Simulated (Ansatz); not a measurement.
Partial pair distribution functions of a relaxed model of amorphous La₂₄O₃₆, broadened by 0.06 Å; density 6.05 g/cm³. Method: PBE, scalar-relativistic without spin-orbit coupling (plane waves to 420 eV, PAW; Ansatz, a program for electronic structure).

The cell was made by melting and quenching with the CHGNet potential and then relaxed with DFT. O atoms were pushed apart under 1.9 Å during the dynamics, to hinder bonds among them. The hot cell started wider than the set density and was brought back towards it in steps. It is the lowest in DFT energy of 2 quenches. It is a model cell: composition and starting density were chosen by hand, and all elements were melted together. No dispersion term was used. Its density started from a set value of 5.76 and ended at 6.05 g/cm³. Cooling (nominally 430 K/ps over its main leg) ran many orders faster than in experiment, which tends to leave more defects and strain. A cell of this size samples the disorder only roughly. Volume and shape were free in the relaxation. Cycles of charging lowered its energy after that relaxation.

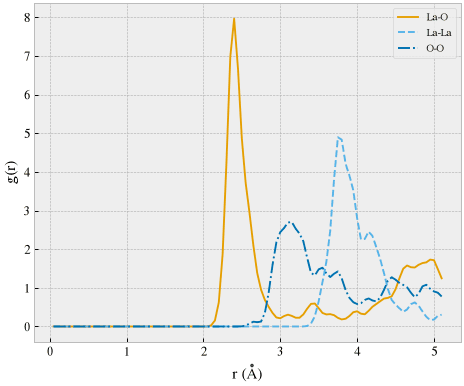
Fig. 1. Partial pair distribution functions

Highest peaks under 4.5 Å: La-O near 2.40 Å, La-La near 3.75 Å, O-O near 3.15 Å; pairs of few atoms are noisy.

Within 2.96 Å each La has 5.92 O neighbours on average.
